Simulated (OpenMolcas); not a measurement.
Excited-state calculation of C6H10 (part 2 of 2)

C6H10 (1-methylcyclopentene), SMILES CC1=CCCC1; CASPT2/ANO-RCC-VDZ, DKH2 (OpenMolcas 26.06). Some settings of this run were made unusual or wrong on purpose. The geometry comes from this level: PBE0-D4/def2-TZVP.

Geometry of the input (Å):
```
C  -0.1825  0.1535  2.1967
C  0.0393  0.0392  0.7318
C  1.2045  -0.0278  0.0917
C  1.0391  -0.2039  -1.3879
C  -0.4491  0.1166  -1.6057
C  -1.1090  -0.0807  -0.2344
H  -0.7528  -0.7028  2.5735
H  -0.7685  1.0469  2.4373
H  0.7594  0.2036  2.7452
H  2.1728  -0.0076  0.5808
H  1.6956  0.4448  -1.9753
H  1.2813  -1.2337  -1.6824
H  -0.5492  1.1633  -1.9041
H  -0.9053  -0.4884  -2.3910
H  -1.9015  0.6486  -0.0377
H  -1.5739  -1.0715  -0.1384
```

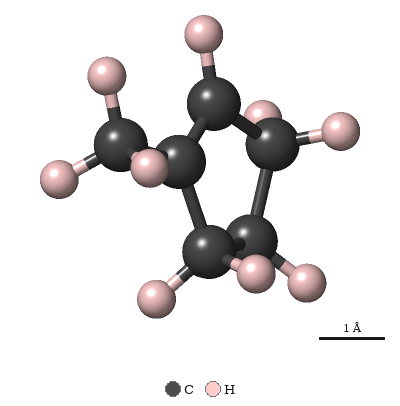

Fig. 1: The structure (ball-and-stick view, seen at a tilt).

### Output, continued
```
      Mulliken population analysis for root number:  1
      -----------------------------------------------

++    Molecular charges:
      ------------------

      Mulliken charges per centre
      ---------------------------

                C1      C2      C3      C4      C5      C6      H7      H8      H9      H10     H11     H12
      Total    6.2722  6.0780  6.1168  6.2229  6.1734  6.2381  0.8866  0.8844  0.8836  0.9537  0.8796  0.8802

      N-E     -0.2722 -0.0780 -0.1168 -0.2229 -0.1734 -0.2381  0.1134  0.1156  0.1164  0.0463  0.1204  0.1198

                H13     H14     H15     H16
      Total    0.8890  0.8949  0.8725  0.8742

      N-E      0.1110  0.1051  0.1275  0.1258

      Total electronic charge=   46.000000

      Total            charge=   -0.000000
--

      Expectation values of various properties for root number:  1
      -----------------------------------------------------------

++    Molecular properties:
      ---------------------

      Charge (e):
                      =   -0.0000
      Dipole Moment (debye):
      Origin of the operator (angstrom)=    0.0726   -0.0004   -0.0278
                   X= -6.7729E-01               Y= -1.0083E-02               Z= -7.6515E-02           Total=  6.8167E-01
      Quadrupole Moment (debye*angstrom):
      Origin of the operator (angstrom)=    0.0726   -0.0004   -0.0278
                  XX= -3.7468E+01              XY= -9.7177E-02              XZ= -6.1902E-01              YY= -3.9296E+01
                  YZ=  3.4175E-01              ZZ= -3.5556E+01
      In traceless form (debye*angstrom)
                  XX= -4.1967E-02              XY= -1.4577E-01              XZ= -9.2854E-01              YY= -2.7840E+00
                  YZ=  5.1263E-01              ZZ=  2.8260E+00
--

      LoProp population analysis for root number:  1
      -----------------------------------------------

++    LoProp analysis:
      ----------------

++    Static properties:
      ------------------

      LoProp Charges per center

                   C1       C2       C3       C4       C5       C6       H7       H8       H9       H10
      Nuclear      6.0000   6.0000   6.0000   6.0000   6.0000   6.0000   1.0000   1.0000   1.0000   1.0000
      Electronic  -6.2981  -6.0432  -6.1534  -6.1828  -6.1653  -6.1850  -0.8877  -0.8859  -0.8816  -0.9244

      Total       -0.2981  -0.0432  -0.1534  -0.1828  -0.1653  -0.1850   0.1123   0.1141   0.1184   0.0756

                   H11      H12      H13      H14      H15      H16
      Nuclear      1.0000   1.0000   1.0000   1.0000   1.0000   1.0000
      Electronic  -0.8939  -0.8990  -0.9036  -0.9005  -0.8955  -0.9002

      Total        0.1061   0.1010   0.0964   0.0995   0.1045   0.0998
--

      Natural Bond Order analysis for root number:  1

++    Natural Bond Order analysis
      ---------------------------
      Based on LoProp computed density
      -------------------------------------------------------------------------------------
      Atom A       Atom B       Bond Order
      -------------------------------------------------------------------------------------
      NBO located      1.000 non-bonded electrons on atom C1
      NBO located      0.999 non-bonded electrons on atom C2
      NBO located      0.999 non-bonded electrons on atom C3
      NBO located      1.000 non-bonded electrons on atom C4
      NBO located      1.000 non-bonded electrons on atom C5
      NBO located      1.000 non-bonded electrons on atom C6
      The remaining   21.629 electrons are to be considered as diffuse
--

--

      Von Neumann Entropy (Root   2) =  1.13185

      Mulliken population analysis for root number:  2
      -----------------------------------------------

++    Molecular charges:
      ------------------

      Mulliken charges per centre
      ---------------------------

                C1      C2      C3      C4      C5      C6      H7      H8      H9      H10     H11     H12
      Total    6.1678  5.6798  5.7493  6.1694  6.1534  6.1715  0.9895  0.9926  1.0494  1.2095  0.9480  0.9483

      N-E     -0.1678  0.3202  0.2507 -0.1694 -0.1534 -0.1715  0.0105  0.0074 -0.0494 -0.2095  0.0520  0.0517

                H13     H14     H15     H16
      Total    0.9306  0.9146  0.9588  0.9677

      N-E      0.0694  0.0854  0.0412  0.0323

      Total electronic charge=   46.000000

      Total            charge=   -0.000000
--

      Expectation values of various properties for root number:  2
      -----------------------------------------------------------

++    Molecular properties:
      ---------------------

      Charge (e):
                      =   -0.0000
      Dipole Moment (debye):
      Origin of the operator (angstrom)=    0.0726   -0.0004   -0.0278
                   X= -9.1234E-01               Y=  1.3641E-02               Z= -1.9824E+00           Total=  2.1823E+00
      Quadrupole Moment (debye*angstrom):
      Origin of the operator (angstrom)=    0.0726   -0.0004   -0.0278
                  XX= -5.5862E+01              XY= -1.4854E-02              XZ= -1.7952E+00              YY= -5.2053E+01
                  YZ= -7.4671E-02              ZZ= -5.4647E+01
      In traceless form (debye*angstrom)
                  XX= -2.5111E+00              XY= -2.2281E-02              XZ= -2.6928E+00              YY=  3.2009E+00
                  YZ= -1.1201E-01              ZZ= -6.8979E-01
--

      LoProp population analysis for root number:  2
      -----------------------------------------------

++    LoProp analysis:
      ----------------

++    Static properties:
      ------------------

      LoProp Charges per center

                   C1       C2       C3       C4       C5       C6       H7       H8       H9       H10
      Nuclear      6.0000   6.0000   6.0000   6.0000   6.0000   6.0000   1.0000   1.0000   1.0000   1.0000
      Electronic  -6.3327  -5.6772  -5.8494  -6.1890  -6.1764  -6.1969  -0.9506  -0.9521  -1.0054  -1.0443

      Total       -0.3327   0.3228   0.1506  -0.1890  -0.1764  -0.1969   0.0494   0.0479  -0.0054  -0.0443

                   H11      H12      H13      H14      H15      H16
      Nuclear      1.0000   1.0000   1.0000   1.0000   1.0000   1.0000
      Electronic  -0.9430  -0.9375  -0.9349  -0.9248  -0.9441  -0.9416

      Total        0.0570   0.0625   0.0651   0.0752   0.0559   0.0584
--

      Natural Bond Order analysis for root number:  2

++    Natural Bond Order analysis
      ---------------------------
      Based on LoProp computed density
      -------------------------------------------------------------------------------------
      Atom A       Atom B       Bond Order
      -------------------------------------------------------------------------------------
      NBO located      0.994 non-bonded electrons on atom C1
      NBO located      0.998 non-bonded electrons on atom C2
      NBO located      0.997 non-bonded electrons on atom C3
      NBO located      0.998 non-bonded electrons on atom C4
      NBO located      0.999 non-bonded electrons on atom C5
      NBO located      0.997 non-bonded electrons on atom C6
      The remaining   20.710 electrons are to be considered as diffuse
--

--

      Average orbitals are written to the RASORB file
      Natural orbitals for root   1 are written to the RASORB.1 file
      Natural orbitals for root   2 are written to the RASORB.2 file
      Spin density orbitals for root   1 are written to the SPDORB.1 file
      Spin density orbitals for root   2 are written to the SPDORB.2 file

--- Stop Module: rasscf /rc=_RC_ALL_IS_WELL_ ---
           step16.SpdOrb.2 step16.SpdOrb.1 xmldump
--- Module rasscf spent 3 seconds ---

--- Start Module: caspt2 ---

                                              &CASPT2

                       available to each process: 1.9 GB of memory, 1 thread

++    Wave function specifications:
      -----------------------------

      Number of closed shell electrons          26
      Number of electrons in active shells       8
      Max number of holes in RAS1 space          0
      Max number of electrons in RAS3 space      0
      Number of inactive orbitals               13
      Number of active orbitals                  7
      Number of secondary orbitals              48
      Spin quantum number                      0.0
      State symmetry                             1
      Number of CSFs                           490
      Number of CASSCF root(s) available         2
      CASPT2 state passed to geometry opt.       2
      A file JOBMIX will be created
      This is a MULTI-STATE CASSCF reference
      Number of CI roots used                    2
      These are:                                 1   2
      Off-diagonal elements of Heff are computed
--

++    Orbital specifications:
      -----------------------

      Symmetry species                           1
                                                 a
      Frozen orbitals                            6
      Inactive orbitals                         13
      Active orbitals                            7
      Secondary orbitals                        48
      Deleted orbitals                           0
      Number of basis functions                 74
--

++    CASPT2 specifications:
      ----------------------

      Type of calculation                        MS-CASPT2
      Fock operator                              state-specific
      IPEA shift                                 0.25
      Real shift                                 5.00
      Imaginary shift                            0.00
      The input orbitals will be transformed to quasi-canonical
--

--------------------------------------------------------------------------------
 Estimated memory requirements:
  POLY3 :                   294488
  RHS:                      482528
  SIGMA :                   678064
  PRPCTL:                        0
 Available workspace:    232478839

++ CASPT2 computation for group   1

********************************************************************************
 Multi-State initialization phase begins for group   1
--------------------------------------------------------------------------------
********************************************************************************
 Compute H0 matrices for state    1
--------------------------------------------------------------------------------
--------------------------------------------------------------------------------
 H0 matrices have been computed.

********************************************************************************
  CASPT2 EQUATION SOLUTION
--------------------------------------------------------------------------------

  Total nr of CASPT2 parameters:
   Before reduction:      604325
   After  reduction:      603161

 Variance of |WF0>:       1.3965510764

 The contributions to the second order correlation energy in atomic units.
-----------------------------------------------------------------------------------------------------------------------------
  IT.      VJTU        VJTI        ATVX        AIVX        VJAI        BVAT        BJAT        BJAI        TOTAL       RNORM
-----------------------------------------------------------------------------------------------------------------------------
   1    -0.000270   -0.000188   -0.004659   -0.011021   -0.003148   -0.007804   -0.037833   -0.111338   -0.176262    0.001106
   2    -0.000271   -0.000189   -0.004667   -0.011036   -0.003151   -0.007811   -0.037851   -0.111356   -0.176332    0.000050
   3    -0.000271   -0.000189   -0.004667   -0.011037   -0.003151   -0.007811   -0.037851   -0.111357   -0.176333    0.000003
-----------------------------------------------------------------------------------------------------------------------------

  FINAL CASPT2 RESULT:

      Reference energy:        -233.0948667687
      E2 (Non-variational):      -0.1763326921
      Shift correction:          -0.1122643582
      E2 (Variational):          -0.2885970503
      Total energy:            -233.3834638191
      Residual norm:              0.0000002082
      Reference weight:           0.97804

      Contributions to the CASPT2 correlation energy
      Active & Virtual Only:         -0.0124776173
      One Inactive Excited:          -0.0491586123
      Two Inactive Excited:          -0.1146964625

++ Denominators, etc.
--------------------------------------------------------------------------------------------------------------
 Report on small energy denominators, large coefficients, and large energy contributions.
CASE  SYMM ACTIVE-MIX  NON-ACTIVE INDICES          DENOMINATOR     RHS VALUE       COEFFICIENT     CONTRIBUTION
--

   (Skipping property calculation,
    use PROP keyword to activate)
--

++ CASPT2 computation for group   2

********************************************************************************
 Multi-State initialization phase begins for group   2
--------------------------------------------------------------------------------
********************************************************************************
 Compute H0 matrices for state    2
--------------------------------------------------------------------------------
--------------------------------------------------------------------------------
 H0 matrices have been computed.

********************************************************************************
  CASPT2 EQUATION SOLUTION
--------------------------------------------------------------------------------

  Total nr of CASPT2 parameters:
   Before reduction:      604325
   After  reduction:      603274

 Variance of |WF0>:       1.3873555437

 The contributions to the second order correlation energy in atomic units.
-----------------------------------------------------------------------------------------------------------------------------
  IT.      VJTU        VJTI        ATVX        AIVX        VJAI        BVAT        BJAT        BJAI        TOTAL       RNORM
-----------------------------------------------------------------------------------------------------------------------------
   1    -0.000391   -0.000445   -0.004625   -0.011889   -0.004254   -0.006602   -0.036401   -0.111347   -0.175954    0.001291
   2    -0.000392   -0.000446   -0.004632   -0.011905   -0.004257   -0.006610   -0.036425   -0.111371   -0.176038    0.000058
   3    -0.000392   -0.000446   -0.004632   -0.011905   -0.004257   -0.006610   -0.036425   -0.111371   -0.176039    0.000004
-----------------------------------------------------------------------------------------------------------------------------

  FINAL CASPT2 RESULT:

      Reference energy:        -232.8506893513
      E2 (Non-variational):      -0.1760389659
      Shift correction:          -0.1127302892
      E2 (Variational):          -0.2887692551
      Total energy:            -233.1394586064
      Residual norm:              0.0000002400
      Reference weight:           0.97795

      Contributions to the CASPT2 correlation energy
      Active & Virtual Only:         -0.0112422554
      One Inactive Excited:          -0.0487224453
      Two Inactive Excited:          -0.1160742652

++ Denominators, etc.
--------------------------------------------------------------------------------------------------------------
 Report on small energy denominators, large coefficients, and large energy contributions.
CASE  SYMM ACTIVE-MIX  NON-ACTIVE INDICES          DENOMINATOR     RHS VALUE       COEFFICIENT     CONTRIBUTION
VJTU     1  Mu1.0001  In1.016                       0.29332169      0.00002642     -0.00001841     -0.00000000
VJTU     1  Mu1.0001  In1.017                       0.25683705      0.00079653     -0.00015797     -0.00000013
VJTU     1  Mu1.0001  In1.018                       0.24579640     -0.00008875      0.00002359     -0.00000000
VJTU     1  Mu1.0001  In1.019                       0.23384050     -0.00013446      0.00002825     -0.00000000
ATVX     1  Mu1.0001  Se1.027                       0.08504847      0.00036980     -0.00007920     -0.00000003
ATVX     1  Mu1.0001  Se1.028                       0.11215856      0.00013013     -0.00000808     -0.00000000
ATVX     1  Mu1.0001  Se1.029                       0.11628457     -0.00007093      0.00001311     -0.00000000
ATVX     1  Mu1.0001  Se1.030                       0.17732572      0.00004087     -0.00000219     -0.00000000
ATVX     1  Mu1.0001  Se1.031                       0.19219141      0.00004407     -0.00000311     -0.00000000
ATVX     1  Mu1.0001  Se1.032                       0.20994207      0.00011806     -0.00004187     -0.00000000
ATVX     1  Mu1.0001  Se1.033                       0.24364114     -0.00003954      0.00000446     -0.00000000
ATVX     1  Mu1.0001  Se1.034                       0.28821535      0.00015803     -0.00005086     -0.00000001
ATVX     1  Mu1.0001  Se1.035                       0.29498899     -0.00001606      0.00000894     -0.00000000
--

   (Skipping property calculation,
    use PROP keyword to activate)
--

  Total CASPT2 energies:
::    CASPT2 Root  1     Total energy:   -233.38346382
::    CASPT2 Root  2     Total energy:   -233.13945861

++ Multi-State CASPT2 section:
********************************************************************************
  MULTI-STATE CASPT2 SECTION
--------------------------------------------------------------------------------

  Output diagonal energies have been shifted. Add    233.00000000000000

  Effective Hamiltonian matrix (Symmetric):

                1               2
   1      -466.38346382
   2        -0.00006944   -466.13945861

       Total MS-CASPT2 energies:
::    MS-CASPT2 Root  1     Total energy:   -233.38346384
::    MS-CASPT2 Root  2     Total energy:   -233.13945859

       Eigenvectors:
            0.99999996     -0.00028458
            0.00028458      0.99999996

--

  THE ORIGINAL CI ARRAYS ARE NOW MIXED AS LINEAR
  COMBINATIONS, GIVEN BY THE EIGENVECTORS.
  A NEW JOBIPH FILE NAMED 'JOBMIX' IS PREPARED.
********************************************************************************

++ Mixed CI coefficients:
  The CI coefficients for the MIXED state nr.   1
--------------------------------------------------------------------------------
 CI COEFFICIENTS LARGER THAN  5.00E-02
  Occupation of active orbitals, and spin coupling
  of open shells. (u,d: Spin up or down).
  SGUGA info is (Midvert:IsyUp:UpperWalk/LowerWalk)
        Conf  SGUGA info        Occupation    Coefficient         Weight
           1  ( 1:1:   1/   1)   2222000         0.973493       0.947689
           6  ( 1:1:   6/   1)   2220020        -0.179296       0.032147
          57  ( 2:1:   7/   3)   u22d020        -0.069677       0.004855
          85  ( 3:1:  15/   1)   2202002        -0.084257       0.007099

  The CI coefficients for the MIXED state nr.   2
--------------------------------------------------------------------------------
 CI COEFFICIENTS LARGER THAN  5.00E-02
  Occupation of active orbitals, and spin coupling
  of open shells. (u,d: Spin up or down).
  SGUGA info is (Midvert:IsyUp:UpperWalk/LowerWalk)
        Conf  SGUGA info        Occupation    Coefficient         Weight
           2  ( 1:1:   2/   1)   222ud00         0.989036       0.978192
          86  ( 3:1:  16/   1)   220ud02        -0.085975       0.007392

--

--- Stop Module: caspt2 /rc=_RC_ALL_IS_WELL_ ---
--- Module caspt2 spent 4 seconds ---

.##################.
.# Happy landing! #.
.##################.

    Timing: Wall=10.87 User=9.37 System=1.44
```

### What the run reported

| quantity | value |
| --- | --- |
| outcome | converged |
| total energy | −233.383464 hartree |
| CASSCF energy | −233.094867 hartree |
| basis functions | 74 |
| wall time | 11 s |
| peak memory | 0.083 GiB |

### What went wrong

Some settings of this run were drawn to be unusual or wrong (shift set to 5.0 (from default)). It converged; results that depend on the unusual settings are not reference values.
